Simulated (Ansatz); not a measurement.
## Electronic structure of Ge₂H₆···H₂O in real space

```yaml
atoms:
  - { symbol: Ge, position_ang: [0.4317, -0.0436, 0.0335] }
  - { symbol: Ge, position_ang: [0.1355, -0.1785, 2.4347] }
  - { symbol: H, position_ang: [-0.7305, -1.3948, 2.8247] }
  - { symbol: H, position_ang: [1.4819, -0.3231, 3.1757] }
  - { symbol: H, position_ang: [-0.5548, 1.0862, 2.9865] }
  - { symbol: H, position_ang: [1.9318, -0.1874, -0.3102] }
  - { symbol: H, position_ang: [-0.0495, 1.3151, -0.4979] }
  - { symbol: H, position_ang: [-0.3251, -1.1801, -0.6715] }
  - { symbol: O, position_ang: [-2.6037, 0.1477, 0.8348] }
  - { symbol: H, position_ang: [-2.8643, -0.6815, 1.2509] }
  - { symbol: H, position_ang: [-2.7964, 0.8103, 1.5075] }
```

All numbers below come from RKS PBE0/def2-SVP in Ansatz.

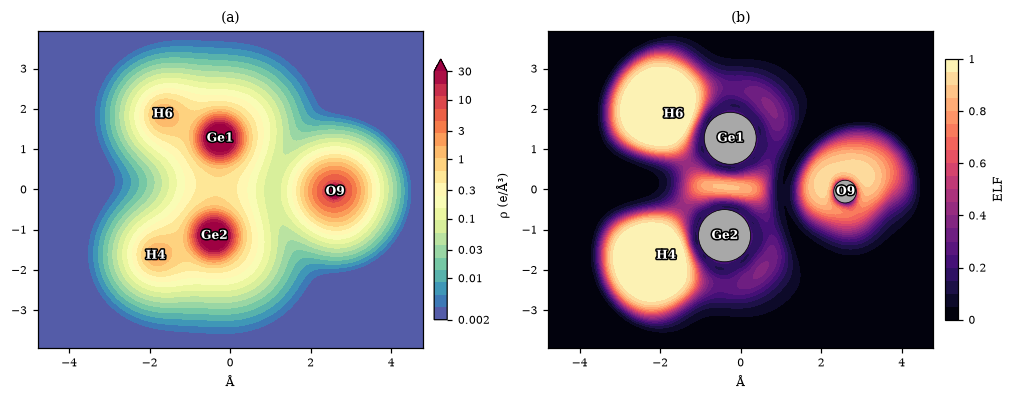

Figure 1. (a) total electron density; (b) electron localisation function on the plane of atoms Ge1, Ge2 and H4. Grey discs cover the atomic cores in the ELF map.

Q: Describe what can be read from this map.

A: The plane passes through Ge, H and O nuclei. Ge1···O9 (3.15 Å): the density falls to about 0.07 e/Å³ on the way; the ELF dips to about 0.05 between them. Ge–Ge (2.42 Å): ρ at the midpoint is about 0.58 e/Å³; the ELF peaks at about 0.85 between the atoms: a covalent bond. Ge–H (1.55 Å): ρ at the midpoint is about 1 e/Å³; the ELF climbs to about 1 towards the hydrogen. The ELF also peaks beside O9, away from the bonds: lone-pair regions.

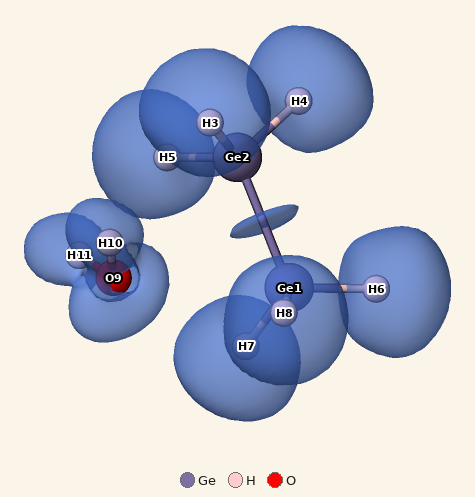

Figure 2. Isosurface of the electron localisation function at 0.8 (blue), seen at a tilt. Core shells and regions of very low density are left out.

Q: Where are the electrons localised?

A: At this value the surface marks out one region between bonded Ge–Ge atoms (shared pairs), six regions around hydrogen nuclei and one joined region spread over several atoms (H, O), in which their bonds and any lone pairs are merged.

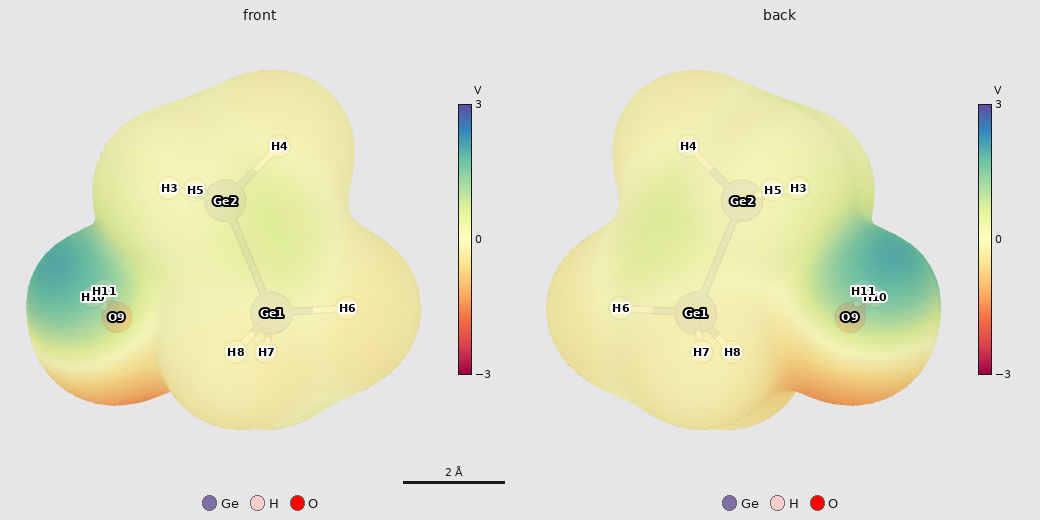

Figure 3. The electrostatic potential painted on the density surface at 0.001 e/bohr³, seen from the front and from behind; red is negative and blue positive.

Q: Which sites attract a positive test charge, and which a negative one?

A: A positive charge is drawn to the negative regions and a negative charge to the positive ones. The most negative region (about −1.3 V) lies over O9, the most positive (about +2.0 V) over H10 and H11. O9 is the likeliest acceptor of a hydrogen bond.
